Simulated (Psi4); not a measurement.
# CH2FNOSn (SMILES O=C=[N][SnH2][F]) at PBE/def2-TZVP (density fitting, core potential, sweep point 3)

Aim: the vertical singlet–triplet gap of CH2FNOSn at PBE/def2-TZVP (density fitting, core potential, sweep point 3), from 2 runs. 

The results are computed with Psi4 1.11.

### Step 1. The structure to begin with

CH2FNOSn: 7 atoms, total charge 0, spin state singlet. SMILES: `O=C=[N][SnH2][F]`. The coordinates come from a PBE0-D4/def2-TZVP relaxation. This is one conformer, not always the lowest.

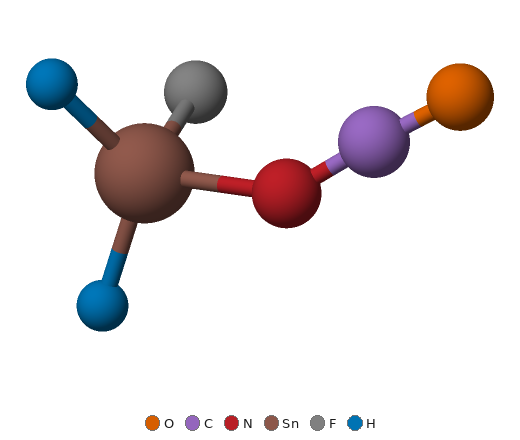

Viewed from a chosen angle; oxygen orange, carbon purple, nitrogen red, tin brown, fluorine grey, hydrogen blue.

### Step 2. The energy at PBE/def2-TZVP (density fitting, core potential, sweep point 3)

Contents of calc.in:

```
memory 1.6 GB

molecule system {
  0 1
  O     -0.41895228    -5.42219117    -1.76046886
  C     -0.22960172    -3.60332977    -0.53630427
  N     -0.03949528    -1.81073557     0.84924292
  Sn     0.29744289     1.94944147     0.60187777
  F     -1.65747878     2.85348645    -2.30565484
  H     -1.16898458     3.20516448     3.14677194
  H      3.33309894     2.69947377    -0.08163617
  units au
  symmetry c1
}

set {
  basis def2-TZVP
  puream true
  scf_type df
  dft_radial_points 99
  dft_spherical_points 590
}

e_tot, wfn = energy("pbe", return_wfn=True)
```

Run with:

```sh
psi4 -n 1 calc.in calc.out
```

calc.out:

```text
[...]
    !!!  WARNING: ECP capability is in beta. Please check occupations closely.  !!!
[...]
  Running in c1 symmetry.
[...]
  Nuclear repulsion =  244.264027256676428
[...]
  Multiplicity = 1
[...]
  Nalpha       = 27
  Nbeta        = 27
[...]
    Number of basis functions: 186
[...]
 WARNING: Atomic UHF is not converging! Try casting from a smaller basis or call Rob at CCMST.
   -------------------------
[...]
   @DF-RKS iter   1:  -482.76182303399315   -8.96124e-01   6.29774e-03 ADIIS/DIIS
[...]
   @DF-RKS iter  11:  -483.30661340800413   -7.24862e-08   5.23850e-07 DIIS
[...]
    Orbital Energies [Eh]
    ---------------------
    Doubly Occupied:
       1A    -24.220688     2A    -18.792657     3A    -14.002304
       4A    -10.001969     5A     -4.941368     6A     -3.323774
       7A     -3.322355     8A     -3.319791     9A     -1.060574
      10A     -1.017725    11A     -0.992668    12A     -0.986667
      13A     -0.985017    14A     -0.983965    15A     -0.962403
      16A     -0.846462    17A     -0.536892    18A     -0.452373
      19A     -0.418943    20A     -0.414949    21A     -0.408742
      22A     -0.363535    23A     -0.359747    24A     -0.332088
      25A     -0.314657    26A     -0.276108    27A     -0.265814
[...]
  @DF-RKS Final Energy:  -483.30661340800413
   => Energetics <=
    Nuclear Repulsion Energy =            244.2640272566764281
    One-Electron Energy =               -1231.9850960565613605
    Two-Electron Energy =                 554.3520387742070170
    DFT Exchange-Correlation Energy =     -49.9375833823261743
    Empirical Dispersion Energy =           0.0000000000000000
    VV10 Nonlocal Energy =                  0.0000000000000000
    Total Energy =                       -483.3066134080041252
[...]
 Multipole Moments:
 ------------------------------------------------------------------------------------
     Multipole            Electronic (a.u.)      Nuclear  (a.u.)        Total (a.u.)
 ------------------------------------------------------------------------------------
 L = 1.  Multiply by 2.5417464519 to convert [e a0] to [Debye]
 Dipole X            :         10.7826387          -10.1364925            0.6461462
 Dipole Y            :         45.0082610          -44.1110156            0.8972454
 Dipole Z            :         19.3051927          -18.3843947            0.9207979
 Magnitude           :                                                    1.4388965
[...]
```

Run time: 43 s. Hardware: 1 thread of Intel Xeon Platinum 8259CL at 2.50GHz (Skylake/Cascade Lake), shared host; peak memory 1.1 GiB.

### Step 3. The triplet at the same level

Contents of calc.dat:

```
memory 1600 mb

molecule geom {
  0 3
  O     -0.41895228    -5.42219117    -1.76046886
  C     -0.22960172    -3.60332977    -0.53630427
  N     -0.03949528    -1.81073557     0.84924292
  Sn     0.29744289     1.94944147     0.60187777
  F     -1.65747878     2.85348645    -2.30565484
  H     -1.16898458     3.20516448     3.14677194
  H      3.33309894     2.69947377    -0.08163617
  units bohr
  symmetry c1
}

set {
  basis def2-TZVP
  reference uks
  puream true
  scf_type df
  dft_radial_points 99
  dft_spherical_points 590
  maxiter 100
}

energy('pbe')
print_variables()
```

Run with:

```sh
psi4 calc.dat calc.out -n 1
```

calc.out:

```text
[...]
    !!!  WARNING: ECP capability is in beta. Please check occupations closely.  !!!
[...]
  Running in c1 symmetry.
[...]
  Nuclear repulsion =  244.264027256676428
[...]
  Multiplicity = 3
[...]
  Nalpha       = 28
  Nbeta        = 26
[...]
    Number of basis functions: 186
[...]
 WARNING: Atomic UHF is not converging! Try casting from a smaller basis or call Rob at CCMST.
   -------------------------
[...]
   @DF-UKS iter   1:  -482.46004027590050   -5.94342e-01   6.46307e-03 ADIIS/DIIS
[...]
   @DF-UKS iter  16:  -483.10665233194550   -2.38089e-08   5.88969e-07 DIIS
[...]
   @S^2 Observed:                2.006045254E+00
[...]
    Orbital Energies [Eh]
    ---------------------
    Alpha Occupied:
       1A    -24.208996     2A    -18.839828     3A    -14.049201
       4A    -10.021910     5A     -4.916103     6A     -3.298181
       7A     -3.296721     8A     -3.295577     9A     -1.059085
      10A     -1.047689    11A     -0.973342    12A     -0.965431
      13A     -0.961423    14A     -0.960654    15A     -0.943781
      16A     -0.887603    17A     -0.548562    18A     -0.488009
      19A     -0.460408    20A     -0.448344    21A     -0.426498
      22A     -0.369830    23A     -0.360106    24A     -0.329381
      25A     -0.323599    26A     -0.313143    27A     -0.306356
      28A     -0.084511
    Alpha Virtual:
[...]
  @DF-UKS Final Energy:  -483.10665233194550
   => Energetics <=
    Nuclear Repulsion Energy =            244.2640272566764281
    One-Electron Energy =               -1231.6825191178058958
    Two-Electron Energy =                 554.2285488737436481
    DFT Exchange-Correlation Energy =     -49.9167093445596493
    Empirical Dispersion Energy =           0.0000000000000000
    VV10 Nonlocal Energy =                  0.0000000000000000
    Total Energy =                       -483.1066523319454973
[...]
 Multipole Moments:
 ------------------------------------------------------------------------------------
     Multipole            Electronic (a.u.)      Nuclear  (a.u.)        Total (a.u.)
 ------------------------------------------------------------------------------------
 L = 1.  Multiply by 2.5417464519 to convert [e a0] to [Debye]
 Dipole X            :         10.6611226          -10.1364925            0.5246302
 Dipole Y            :         44.0516196          -44.1110156           -0.0593960
 Dipole Z            :         19.1107840          -18.3843947            0.7263893
 Magnitude           :                                                    0.8980012
[...]
```

It took 82 s on 1 thread of Intel Xeon Platinum 8259CL at 2.50GHz (Skylake/Cascade Lake), shared host; peak memory 1.1 GiB.

### Step 4. Outcome

Level: PBE/def2-TZVP (density fitting, core potential, sweep point 3).

```
                                        quantity          value
                           singlet: total energy  -483.30661 Eh
                          singlet: dipole moment         3.66 D
                            singlet: HOMO energy       -7.23 eV
                            singlet: LUMO energy       -2.00 eV
                          singlet: HOMO–LUMO gap        5.23 eV
                           triplet: total energy  -483.10665 Eh
                          triplet: dipole moment         2.28 D
     triplet: HOMO energy (highest over α and β)       -2.30 eV
                                   triplet: ⟨S²⟩          2.006
vertical energy of the triplet above the singlet       5.441 eV
```

**Reading.** At this shape the triplet lies 5.44 eV (525 kJ/mol) above the singlet.
